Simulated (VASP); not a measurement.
Band structure of MoS$_{2}$ (2H layered). Calculation: r2SCAN meta-GGA with spin-orbit coupling, VASP's PBE PAW potentials (set 64) (plane waves; VASP).

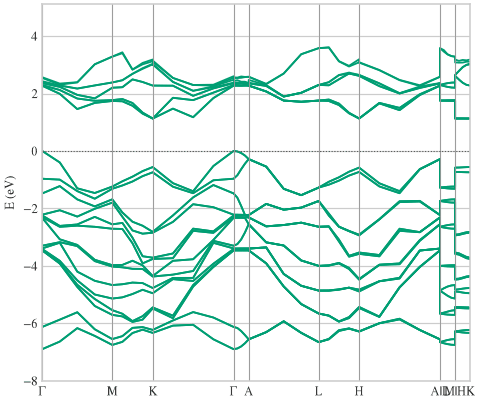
*Bands along high-symmetry lines, zero at the valence-band maximum or, without a gap, the Fermi level*

### Question
Read the plot: is there a gap, and where are the band edges?

### Answer
The gap is indirect, 1.13 eV, from the valence maximum at Γ to the conduction minimum at K.

Measured: gap 1.29 eV (computed value off by -0.16 eV), as given by Wei Chen et al., Physical Review Materials (2018), doi:10.1103/physrevmaterials.2.073803.

The compound is MoS2 in the 2H layered structure. It was relaxed first, which changed the volume by +5 %.
